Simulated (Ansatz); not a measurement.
**GeH2S2: from a rough start to a minimum**

What shape does GeH2S2 take? The plan is to relax it, then compute its harmonic vibrations to see whether it is a minimum and to get the zero-point energy and entropy, and look at its orbitals and charge.

Method: RKS PBE0-D4/def2-TZVP; program: Ansatz 0.2.0, Gaussian basis.

The runs, in order: relaxation at PBE-D4/def2-SVP; relaxation at PBE0-D4/def2-TZVP; harmonic vibrations at the same level; a single point in def2-TZVPP for the fields.

## 1. Where the work starts

SMILES `[SH][Ge][SH]`, 5 atoms, charge 0, spin multiplicity 1.

Atoms are counted from 1 here; the program's logs count them from 0.

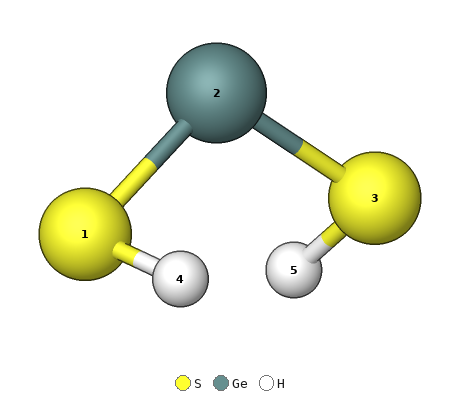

Start geometry, drawn with sulfur yellow, germanium teal, hydrogen white; atoms are numbered from 1 in the order of the file.

Geometry (Å):

```xyz
5

S    -1.39080   -0.66740   -0.91660
Ge   -0.53340    1.15570    0.03650
S     1.39640    0.59990    0.90720
H    -1.35380   -1.33500    0.27520
H     1.93140    0.17310   -0.34380
```

The start is a force-field geometry with small random shifts, so a cheaper pass at PBE-D4/def2-SVP comes first.

## 2. Optimising with PBE-D4/def2-SVP (cheap first pass)

File in.yaml:

```yaml
crystal:
  periodic: [false, false, false]
  atoms:
    - {symbol: S, position_ang: [-1.390800, -0.667400, -0.916600]}
    - {symbol: Ge, position_ang: [-0.533400, 1.155700, 0.036500]}
    - {symbol: S, position_ang: [1.396400, 0.599900, 0.907200]}
    - {symbol: H, position_ang: [-1.353800, -1.335000, 0.275200]}
    - {symbol: H, position_ang: [1.931400, 0.173100, -0.343800]}
basis:
  gaussian: {orbitals: def2-SVP}
hamiltonian: {xc: pbe, dispersion: d4}
relax: {f_tol: 0.03, max_steps: 200}
```

Launch:

```console
> ansatz run in.yaml --threads 4 --pin off --events-out ev --progress --plain --max-ram 10444MiB
```

Log, cut to the lines that bear on the results:

```text
Functional definition: PBE
  name "PBE"
  cite "Perdew, Burke & Ernzerhof, Phys. Rev. Lett. 77, 3865 (1996) doi:10.1103/PhysRevLett.77.3865"
  parent pbe
[...]
877 factors; their error is unknown
[...]
mean field -78190.46533479 eV, -2873.4466016527 hartree, gradient 4.9e-5 eV, S^2 0.000000; 0 other end points of the search recorded, 0 dependent functions left out
[...]
reference -78190.46536172 eV, -2873.4466026423 hartree; 33, 33 occupied and 45, 45 virtual orbitals, 877 factors
relax step   1: F+E_penalty+E_count = -78190.61493710 eV  Δ(F+E_penalty+E_count) = +0.000e0 eV  max|allowed force component| = 1.981e0 eV/Å  Δτ_max = 0.0000 Å  (25 SCF iters, accepted)
[...]
relax step   4: F+E_penalty+E_count = -78191.20842100 eV  Δ(F+E_penalty+E_count) = -1.022e-1 eV  max|allowed force component| = 5.563e-1 eV/Å  Δτ_max = 0.1953 Å  (29 SCF iters, accepted)
[...]
relax step   7: F+E_penalty+E_count = -78191.34044925 eV  Δ(F+E_penalty+E_count) = -4.854e-4 eV  max|allowed force component| = 5.341e-2 eV/Å  Δτ_max = 0.0051 Å  (21 SCF iters, accepted)
[...]
relax step  10: F+E_penalty+E_count = -78191.35374400 eV  Δ(F+E_penalty+E_count) = -1.586e-3 eV  max|allowed force component| = 2.542e-1 eV/Å  Δτ_max = 0.0995 Å  (27 SCF iters, accepted)
[...]
relax step  11: F+E_penalty+E_count = -78191.35587451 eV  Δ(F+E_penalty+E_count) = -2.131e-3 eV  max|allowed force component| = 1.430e-1 eV/Å  Δτ_max = 0.0395 Å  (24 SCF iters, accepted)
[...]
relax step  12: F+E_penalty+E_count = -78191.35875477 eV  Δ(F+E_penalty+E_count) = -2.880e-3 eV  max|allowed force component| = 7.541e-3 eV/Å  Δτ_max = 0.0168 Å  (25 SCF iters, accepted)
877 factors; their error is unknown
[...]
mean field -78191.20759716 eV, -2873.4738792917 hartree, gradient 2.0e-5 eV, S^2 0.000000; 1 other end points of the search recorded, 0 dependent functions left out
[...]
reference -78191.20762311 eV, -2873.4738802451 hartree; 33, 33 occupied and 45, 45 virtual orbitals, 877 factors
Total energy: -78191.35878071 eV, -2873.4794351846 hartree
Atom 0 at    -1.610439    -0.538039    -0.577115 Å, force     0.007541     0.003532     0.003496 eV/Å
Atom 1 at    -0.677755     1.447335     0.044940 Å, force     0.001952    -0.003335     0.000007 eV/Å
Atom 2 at     1.462414     0.864953     0.573419 Å, force    -0.007315    -0.001898    -0.003177 eV/Å
Atom 3 at    -0.546627    -1.373397    -0.404133 Å, force     0.002921     0.002726     0.000271 eV/Å
Atom 4 at     1.422207    -0.474553     0.321389 Å, force    -0.005099    -0.001025    -0.000597 eV/Å
Dipole moment:     0.078220    -0.166529    -0.006103 e Å
```

Run time: 7 s. Hardware: 4 threads of Intel Xeon Platinum 8259CL at 2.50GHz, shared host.

Along the way: (the energy doesn't fall at every step)

| step | energy from step 1 (eV) | largest force component (eV/Å) |
| --- | --- | --- |
| 1 | 0.0000 | 1.9812 |
| 2 | -0.3450 | 0.7998 |
| 3 | -0.4913 | 0.6570 |
| 4 | -0.5935 | 0.5563 |
| 5 | -0.6494 | 0.6175 |
| 6 | -0.7250 | 0.0549 |
| 7 | -0.7255 | 0.0534 |
| 8 | -0.7140 | 0.7902 |
| 9 | -0.7372 | 0.0332 |
| 10 | -0.7388 | 0.2542 |
| 11 | -0.7409 | 0.1430 |
| 12 | -0.7438 | 0.0075 |

Close pairs (by a distance rule), those that changed most:

| bond | before (Å) | after (Å) | change (Å) |
| --- | --- | --- | --- |
| Ge2–S3 | 2.189 | 2.280 | +0.091 |
| S3–H5 | 1.426 | 1.364 | -0.062 |
| S1–Ge2 | 2.229 | 2.280 | +0.051 |
| S1–H4 | 1.367 | 1.364 | -0.003 |

## 3. Optimising with PBE0-D4/def2-TZVP

File in.yaml:

```yaml
crystal:
  periodic: [false, false, false]
  atoms:
    - {symbol: S, position_ang: [-1.610439, -0.538039, -0.577115]}
    - {symbol: Ge, position_ang: [-0.677755, 1.447335, 0.044940]}
    - {symbol: S, position_ang: [1.462414, 0.864953, 0.573419]}
    - {symbol: H, position_ang: [-0.546627, -1.373397, -0.404133]}
    - {symbol: H, position_ang: [1.422207, -0.474553, 0.321389]}
basis:
  gaussian: {orbitals: def2-TZVP}
hamiltonian: {xc: pbe0, dispersion: d4}
relax: {f_tol: 0.005, max_steps: 150}
```

Same command.

Log, cut to the lines that bear on the results:

```text
Functional definition: PBE0
  name "PBE0"
  cite "Adamo & Barone, J. Chem. Phys. 110, 6158 (1999) doi:10.1063/1.478522"
  cite "Perdew, Burke & Ernzerhof, Phys. Rev. Lett. 77, 3865 (1996) doi:10.1103/PhysRevLett.77.3865"
  parent pbe
[...]
1031 factors; their error is unknown
[...]
mean field -78208.96964494 eV, -2874.1266225078 hartree, gradient 4.7e-5 eV, S^2 0.000000; 0 other end points of the search recorded, 0 dependent functions left out
[...]
reference -78208.96966688 eV, -2874.1266233142 hartree; 33, 33 occupied and 101, 101 virtual orbitals, 1031 factors
relax step   1: F+E_penalty+E_count = -78209.09816484 eV  Δ(F+E_penalty+E_count) = +0.000e0 eV  max|allowed force component| = 5.848e-1 eV/Å  Δτ_max = 0.0000 Å  (25 SCF iters, accepted)
[...]
1031 factors; their error is unknown
[...]
mean field -78208.99536521 eV, -2874.1275677105 hartree, gradient 2.3e-5 eV, S^2 0.000000; 1 other end points of the search recorded, 0 dependent functions left out
[...]
reference -78208.99538701 eV, -2874.1275685115 hartree; 33, 33 occupied and 101, 101 virtual orbitals, 1031 factors
Total energy: -78209.12495962 eV, -2874.1323302171 hartree
Atom 0 at    -1.585534    -0.528308    -0.565792 Å, force     0.000762     0.001365     0.000545 eV/Å
Atom 1 at    -0.667819     1.426520     0.044230 Å, force     0.000729    -0.001515    -0.000050 eV/Å
Atom 2 at     1.438941     0.852872     0.562091 Å, force    -0.001525     0.000422    -0.000459 eV/Å
Atom 3 at    -0.541100    -1.356834    -0.403291 Å, force     0.000469     0.000086     0.000021 eV/Å
Atom 4 at     1.405312    -0.467950     0.321261 Å, force    -0.000435    -0.000358    -0.000058 eV/Å
Dipole moment:     0.048419    -0.102974    -0.003755 e Å
```

It took 10 s on 4 threads of Intel Xeon Platinum 8259CL at 2.50GHz, shared host.

Relaxation path:

| step | energy from step 1 (eV) | largest force component (eV/Å) |
| --- | --- | --- |
| 1 | 0.0000 | 0.5848 |
| 2 | -0.0242 | 0.2005 |
| 3 | -0.0254 | 0.0748 |
| 4 | -0.0256 | 0.1004 |
| 5 | -0.0265 | 0.0774 |
| 6 | -0.0268 | 0.0015 |

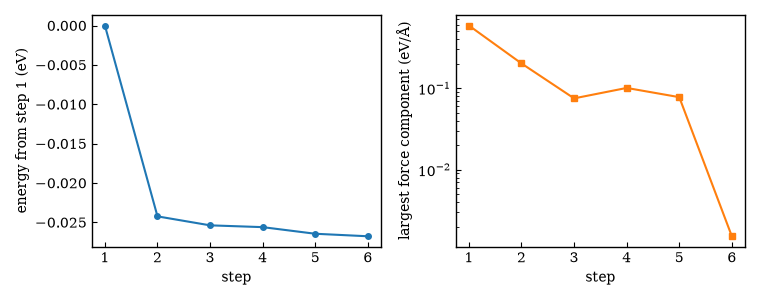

Energy and force, step by step.

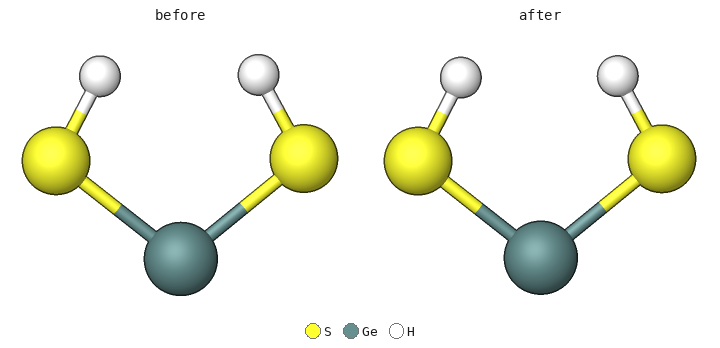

Before and after, at one scale.

Close pairs (by a distance rule), those that changed most:

| bond | before (Å) | after (Å) | change (Å) |
| --- | --- | --- | --- |
| Ge2–S3 | 2.280 | 2.244 | -0.036 |
| S1–Ge2 | 2.280 | 2.244 | -0.036 |
| S1–H4 | 1.364 | 1.343 | -0.021 |
| S3–H5 | 1.364 | 1.343 | -0.021 |

Mulliken charges of the relaxed molecule (report file):

| atom | value (e) |
| --- | --- |
| S1 | -0.34 |
| Ge2 | 0.37 |
| S3 | -0.34 |
| H4 | 0.16 |
| H5 | 0.16 |

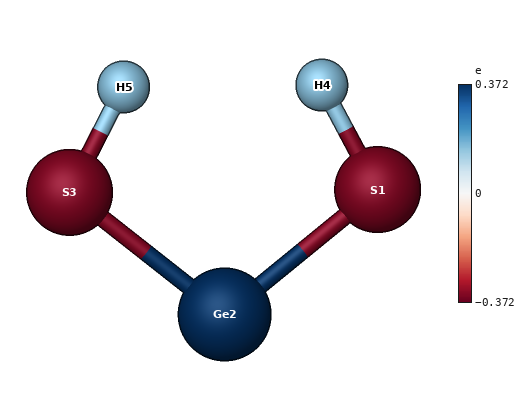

Mulliken charges of the relaxed molecule (report file), as colours on the atoms.

## 4. Force constants and modes

File in.yaml:

```yaml
crystal:
  periodic: [false, false, false]
  atoms:
    - {symbol: S, position_ang: [-1.585534, -0.528308, -0.565792]}
    - {symbol: Ge, position_ang: [-0.667819, 1.426520, 0.044230]}
    - {symbol: S, position_ang: [1.438941, 0.852872, 0.562091]}
    - {symbol: H, position_ang: [-0.541100, -1.356834, -0.403291]}
    - {symbol: H, position_ang: [1.405312, -0.467950, 0.321261]}
basis:
  gaussian: {orbitals: def2-TZVP}
hamiltonian: {xc: pbe0, dispersion: d4}
phonons: {temperatures: {t_min: 298.15, t_max: 900, t_step: 200}}
```

The command is unchanged.

Log, cut to the lines that bear on the results:

```text
Functional definition: PBE0
  name "PBE0"
  cite "Adamo & Barone, J. Chem. Phys. 110, 6158 (1999) doi:10.1063/1.478522"
  cite "Perdew, Burke & Ernzerhof, Phys. Rev. Lett. 77, 3865 (1996) doi:10.1103/PhysRevLett.77.3865"
  parent pbe
[...]
1031 factors; their error is unknown
[...]
mean field -78208.99536522 eV, -2874.1275677108 hartree, gradient 6.2e-5 eV, S^2 0.000000; 0 other end points of the search recorded, 0 dependent functions left out
[...]
reference -78208.99538701 eV, -2874.1275685117 hartree; 33, 33 occupied and 101, 101 virtual orbitals, 1031 factors
[...]
1031 factors; their error is unknown
[...]
mean field -78208.99527333 eV, -2874.1275643338 hartree, gradient 1.4e-6 eV, S^2 0.000000; 0 other end points of the search recorded, 0 dependent functions left out
[...]
1031 factors; their error is unknown
[...]
mean field -78208.99535836 eV, -2874.1275674587 hartree, gradient 1.1e-6 eV, S^2 0.000000; 0 other end points of the search recorded, 0 dependent functions left out
[...]
reference -78208.99538016 eV, -2874.1275682596 hartree; 33, 33 occupied and 101, 101 virtual orbitals, 1031 factors
Total energy: -78209.12495962 eV, -2874.1323302171 hartree
Atom 0 at    -1.585534    -0.528308    -0.565792 Å, force     0.000768     0.001363     0.000547 eV/Å
Atom 1 at    -0.667819     1.426520     0.044230 Å, force     0.000727    -0.001512    -0.000050 eV/Å
Atom 2 at     1.438941     0.852872     0.562091 Å, force    -0.001526     0.000415    -0.000460 eV/Å
Atom 3 at    -0.541100    -1.356834    -0.403291 Å, force     0.000466     0.000088     0.000020 eV/Å
Atom 4 at     1.405312    -0.467950     0.321261 Å, force    -0.000434    -0.000352    -0.000057 eV/Å
Dipole moment:     0.048420    -0.102972    -0.003754 e Å
Vibrations: 171.74 234.82 327.33 373.10 386.47 594.02 689.60 2706.43 2706.86 cm⁻¹, zero-point energy 0.507738 eV
```

It took 32 s on 4 threads of Intel Xeon Platinum 8259CL at 2.50GHz, shared host.

Motions are named by where the mode's potential energy lies. Wavenumbers, unscaled:

| mode | cm⁻¹ | motion |
| --- | --- | --- |
| 1 | 172 | bend |
| 2 | 235 | torsion |
| 3 | 327 | torsion |
| 4 | 373 | Ge–S stretch |
| 5 | 386 | Ge–S stretch |
| 6 | 594 | bend |
| 7 | 690 | bend |
| 8 | 2706 | S–H stretch |
| 9 | 2707 | S–H stretch |

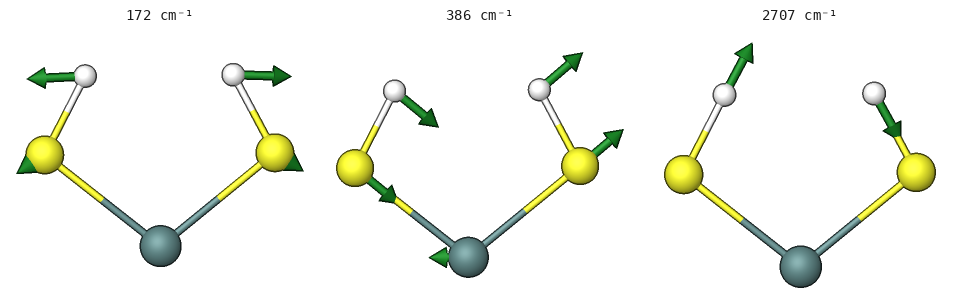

How the atoms move in 3 of the modes.

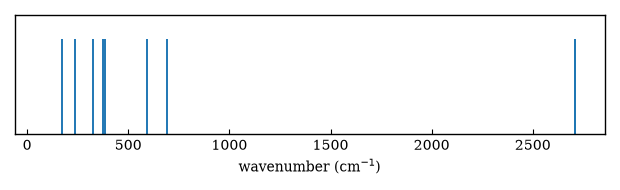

The harmonic wavenumbers as sticks (no intensities were computed).

From these modes and the moments of inertia (298.15 K, 1 bar, symmetry number 2):

| term | value |
| --- | --- |
| zero-point energy | 49.0 kJ/mol |
| H(298) − E | 65.3 kJ/mol |
| entropy, translation | 170.4 J/(mol K) |
| entropy, rotation | 106.0 J/(mol K) |
| entropy, vibration | 35.1 J/(mol K) |
| entropy, total | 311.5 J/(mol K) |

## 5. Fields at the relaxed geometry

Edit in.yaml of step 4 so:

```diff
@@ -9,4 +9,4 @@
 basis:
-  gaussian: {orbitals: def2-TZVP}
+  gaussian: {orbitals: def2-TZVPP}
 hamiltonian: {xc: pbe0, dispersion: d4}
-phonons: {temperatures: {t_min: 298.15, t_max: 900, t_step: 200}}
+output: {orbitals: {seedname: orbitals}}
```

Same command.

Log:

```text
Functional definition: PBE0
  name "PBE0"
  cite "Adamo & Barone, J. Chem. Phys. 110, 6158 (1999) doi:10.1063/1.478522"
  cite "Perdew, Burke & Ernzerhof, Phys. Rev. Lett. 77, 3865 (1996) doi:10.1103/PhysRevLett.77.3865"
  parent pbe
  parameter a = 0.25
  parameter kappa = 0.804
  parameter beta = 0.06672455060314922
  exchange = (1 - a)*pbe_x(kappa = kappa, mu = beta*pi^2/3) + a*exact_x
  correlation = pbe_c(beta = beta)
1149 factors; their error is unknown
mean field evaluation 1: about -78207.3526 eV, gradient 2.4e1 eV
mean field evaluation 2: about -78205.8889 eV, gradient 3.6e1 eV
mean field evaluation 4: about -78208.7412 eV, gradient 1.3e0 eV
mean field evaluation 8: about -78209.0329 eV, gradient 1.4e-1 eV
mean field -78209.03289577 eV, -2874.1289469330 hartree, gradient 7.9e-5 eV, S^2 0.000000; 0 other end points of the search recorded, 0 dependent functions left out
reference -78209.03291758 eV, -2874.1289477345 hartree; 33, 33 occupied and 127, 127 virtual orbitals, 1149 factors
Total energy: -78209.16249018 eV, -2874.1337094399 hartree
```

Run time: 1.4 s. Hardware: 4 threads of Intel Xeon Platinum 8259CL at 2.50GHz, shared host; peak memory 0.42 GiB.

The fields below are evaluated on a grid from the run's orbitals.

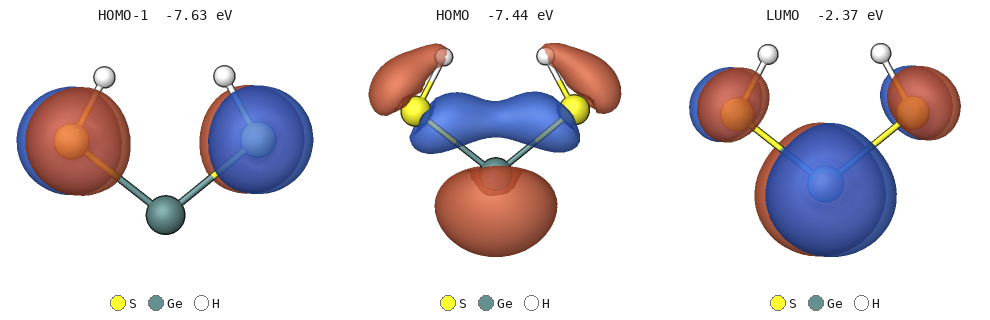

PBE0-D4/def2-TZVPP orbitals near the gap, drawn at the value that encloses 70 % of each; the two colours are the two signs.

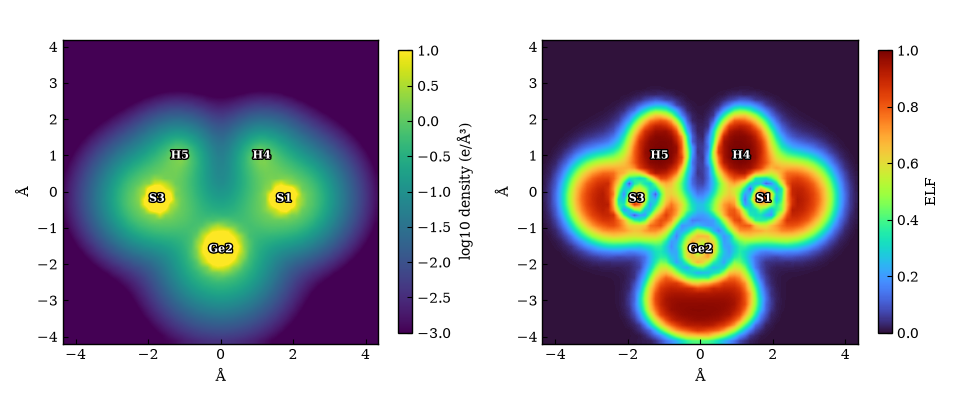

Density (left) and ELF (right) in a plane through or near 5 of the atoms.

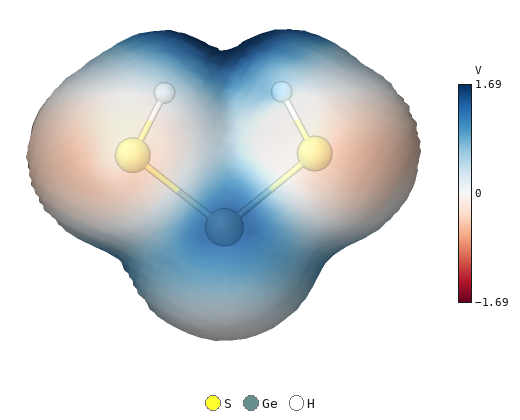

Electrostatic potential on the surface of density 0.002 e/bohr³; red is low, blue high. It runs, from the 1st to the 99th percentile, from -0.48 V near S1 to 1.69 V near H5.

## 6. Results

| quantity | value |
| --- | --- |
| point group | C2v |
| steps | 12 + 6 |
| shift from the start (rms) | 0.730 Å |
| total energy | -78209.1250 eV |
| dispersion term | -130 meV |
| dipole moment | 0.55 D |
| lowest, highest wavenumber | 172, 2707 cm⁻¹ |
| zero-point energy | 49.0 kJ/mol |
| entropy at 298.15 K | 311.5 J/(mol K) |
| HOMO, LUMO | -7.44, -2.37 eV |

The relaxed geometry lies 0.73 Å (rms) from the start; the bond that changed most is S3–H5, from 1.426 to 1.343 Å. No mode is imaginary: a true minimum at this level. The stiffest mode, 2707 cm⁻¹, is an S–H stretch. Harmonic hybrid wavenumbers usually lie a few per cent above measured fundamentals. The largest Mulliken charge, +0.37 e, sits on Ge2. The HOMO lies mostly on Ge2 61 %; S1, S3 about 15 % each and the LUMO on Ge2 74 %; S1, S3 about 11 % each.
